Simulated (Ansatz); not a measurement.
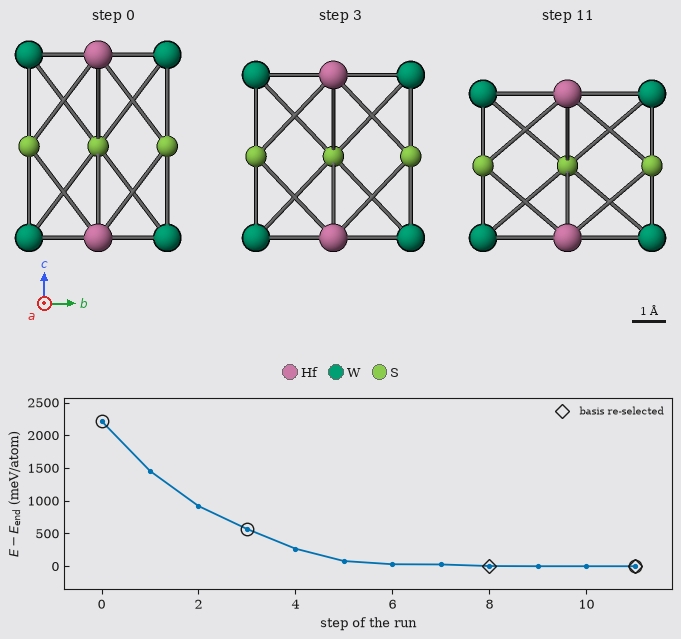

Frames of a relaxation of solid Hf$_{2}$WS$_{2}$ (a generated structure, set up in P4/mmm) (coarse preliminary run), marked on the history of the run. A ball-and-stick model of the cell of the calculation, seen along the a axis.

These are results of DFT PBE, scalar-relativistic, plane waves, PAW (Ansatz), not measurements. Settings: plane-wave cutoff 420 eV; k-point mesh 4 × 4 × 4; occupations gaussian; smearing width 0.1 eV; no spin polarisation; cell and atoms relaxed; force threshold 0.04 eV/Å; at most 70 steps.

Describe the path.

After 9 accepted moves (11 points after the start) the energy has fallen by 2219 meV per atom. All forces vanish by symmetry, so only the cell relaxes. Pressure: 46.66 GPa at the start and 0.02 GPa at the end. At 2 points the geometry stayed and the basis and grid were re-selected for the new cell (energy shift of 24.2 meV per atom at most each time). The atoms keep their places relative to the cell (all moves are under 0.005 Å). The drawn cell changes as follows: a = b 4.230 → 5.170 Å (+22.2 %), c 5.604 → 4.410 Å (−21.3 %); the volume changes by +17.5 %. Near-neighbour distances that change, for instance: Hf–Hf 2.991 → 3.656 Å, S–W 2.802 → 2.205 Å, Hf–W 2.115 → 2.585 Å, Hf–S 3.511 → 3.398 Å. The space group stays P4/mmm (No. 123). Cost: 67 s on 1 thread of AMD EPYC 7R43 64-Core Processor (Zen 3) (shared host), peak memory 0.5 GiB. From step 0 to 3: volume +11.5 %, energy −1649 meV per atom. From step 3 to 11: volume +5.4 %, energy −569 meV per atom.

Limits of the set-up: the k-point mesh is coarse for a cell with partly filled bands.
